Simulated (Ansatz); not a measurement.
**Single-point calculation of SnH$_{7}$OF**

- system: SnH$_{7}$OF
- method: RKS PBE0-D4/def2-TZVPP (Ansatz 0.2.0)

The geometry is the reactant side of a reaction. The reaction was set up to form Sn1–F7, H6–O9 and H2–H8 and to break Sn1–H2, H6–F7 and H8–O9 (atoms counted from 1 in the order of the input); sticks are drawn by distance alone. The geometry comes from this level: PBE0-D4/def2-TZVP.

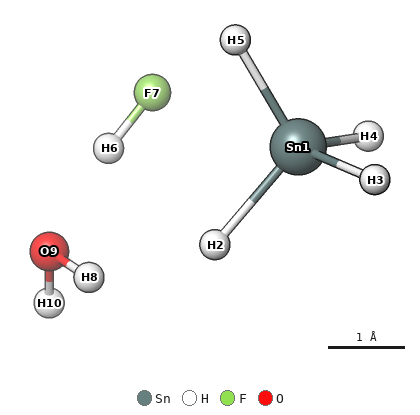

Fig. 1: The structure (ball-and-stick view, seen at a tilt; atoms are numbered from 1 in the order of the input). Sticks mark near contacts. Bond lengths as drawn: F–H 0.95 Å, H–O 0.96 Å and H–Sn 1.70 to 1.72 Å.

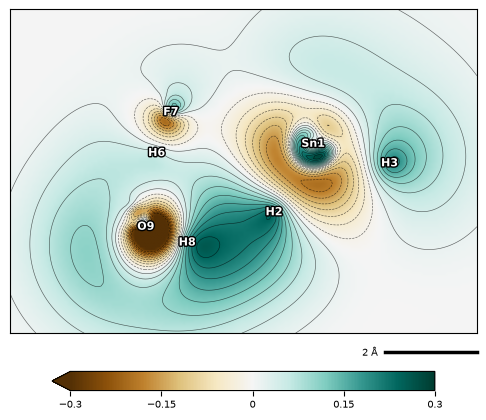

Fig. 2: The LUMO on the plane of atoms H2, Sn1 and H3 (values in Å⁻³ᐟ²; the overall sign is arbitrary). It lies mainly on Sn1 (25 %), H8 (20 %), H10 (20 %), O9 (15 %) and H2 (10 %). Its energy is −0.15 eV.

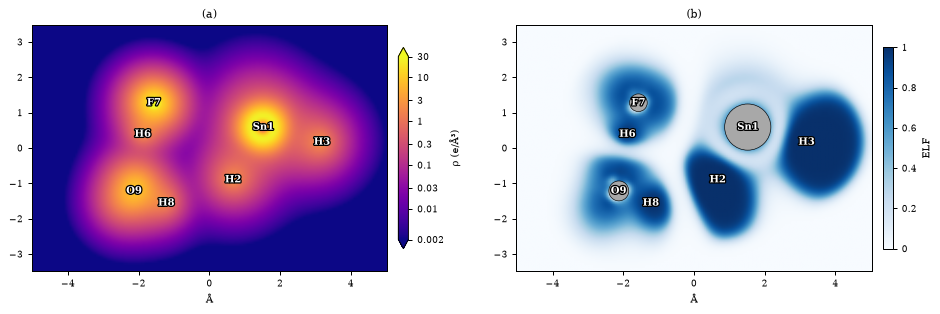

Fig. 3: (a) electron density; (b) electron localisation function on the plane of atoms H2, Sn1 and H3. Grey discs, where drawn, cover atomic cores. O9···H6 (1.63 Å): ρ is about 0.78 e/Å³ halfway, with its minimum of 0.37 e/Å³ about 1.1 Å from O; the ELF is only about 0.25 between them (by its geometry a hydrogen bond between the two molecules, with no shared pair). F–H (0.95 Å): ρ at the midpoint is about 4.5 e/Å³, with its minimum of 2.3 e/Å³ about 0.8 Å from F; the ELF climbs to about 1 towards the hydrogen, as it does in any bond to H (a covalent bond by its length). Sn–H (1.72 Å): ρ at the midpoint is about 1.1 e/Å³, with its minimum of 0.74 e/Å³ about 1.1 Å from Sn; the ELF climbs to about 1 towards the hydrogen.

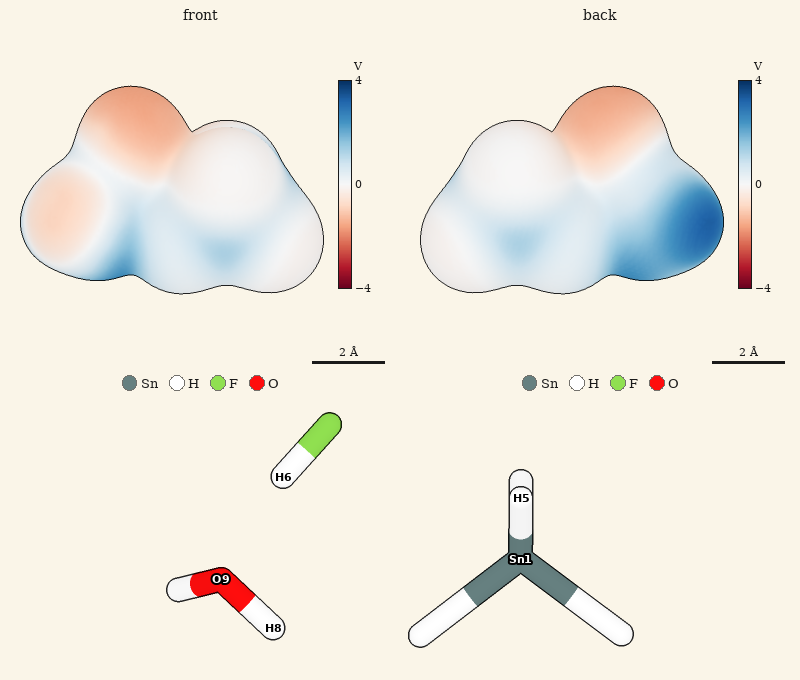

Fig. 4: The molecular electrostatic potential painted on the density surface at 0.002 e/bohr³, seen face on and from behind; red is negative and blue positive. The bare structure is drawn below in the same view.

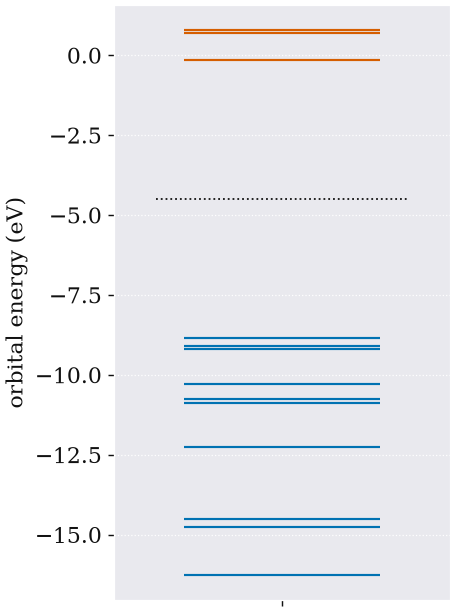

Fig. 5: Orbital energies near the frontier; the dotted line parts filled from empty levels, and levels within 0.02 eV of each other stand side by side. Highest filled −8.84 eV, lowest empty −0.15 eV, 8.69 eV apart.

The input and output of the run follow.

## Input file
```yaml
crystal:
  periodic: [false, false, false]
  atoms:
    - {symbol: Sn, position_ang: [-1.123245, 1.296407, -0.510896]}
    - {symbol: H, position_ang: [-0.518088, -0.199981, -1.097431]}
    - {symbol: H, position_ang: [-2.195254, 1.861821, -1.719376]}
    - {symbol: H, position_ang: [-1.989565, 1.037264, 0.924736]}
    - {symbol: H, position_ang: [0.150183, 2.402150, -0.331444]}
    - {symbol: H, position_ang: [1.188007, -0.577147, 1.170698]}
    - {symbol: F, position_ang: [0.883799, 0.172057, 1.667811]}
    - {symbol: H, position_ang: [0.887358, -1.556269, -0.616502]}
    - {symbol: O, position_ang: [1.480061, -1.776083, 0.112592]}
    - {symbol: H, position_ang: [1.236746, -2.660120, 0.399911]}
basis:
  gaussian: {orbitals: def2-TZVPP}
hamiltonian: {xc: pbe0, dispersion: d4}
output: {orbitals: {seedname: orbitals}}
```

Command:
```bash
ansatz run in.yaml --threads 4 --pin off --events-out ev --progress --plain --max-ram 9574MiB
```

## Log
```
Functional definition: PBE0
  name "PBE0"
  cite "Adamo & Barone, J. Chem. Phys. 110, 6158 (1999) doi:10.1063/1.478522"
  cite "Perdew, Burke & Ernzerhof, Phys. Rev. Lett. 77, 3865 (1996) doi:10.1103/PhysRevLett.77.3865"
  parent pbe
  parameter a = 0.25
  parameter kappa = 0.804
  parameter beta = 0.06672455060314922
  exchange = (1 - a)*pbe_x(kappa = kappa, mu = beta*pi^2/3) + a*exact_x
  correlation = pbe_c(beta = beta)
1181 factors; their error is unknown
mean field evaluation 1: about -10702.0228 eV, gradient 5.5e1 eV
mean field evaluation 2: about -10697.7947 eV, gradient 7.6e1 eV
mean field evaluation 4: about -10706.5006 eV, gradient 2.2e0 eV
mean field evaluation 8: about -10706.5109 eV, gradient 8.8e-2 eV
mean field evaluation 16: about -10706.6029 eV, gradient 1.3e-5 eV
mean field -10706.60285405 eV, -393.4603976901 hartree, gradient 1.3e-5 eV, S^2 0.000000; 0 other end points of the search recorded, 0 dependent functions left out
reference -10706.60289127 eV, -393.4603990580 hartree; 23, 23 occupied and 187, 187 virtual orbitals, 1181 factors
Total energy: -10706.70352455 eV, -393.4640972631 hartree
```

## Summary

| quantity | value |
| --- | --- |
| outcome | converged |
| total energy | −10706.7035 eV |
| mean-field energy | −10706.6029 eV |
| dispersion energy | −0.1006 eV |
| SCF solution under orbital rotations | stable |
| HOMO | −8.84 eV |
| LUMO | −0.15 eV |
| hardware | 4 threads of Arm Neoverse V2, 23 GiB of memory available, shared host |
| wall time | 1.4 s (CPU time 5.3 s) |
| peak memory | 0.42 GiB |
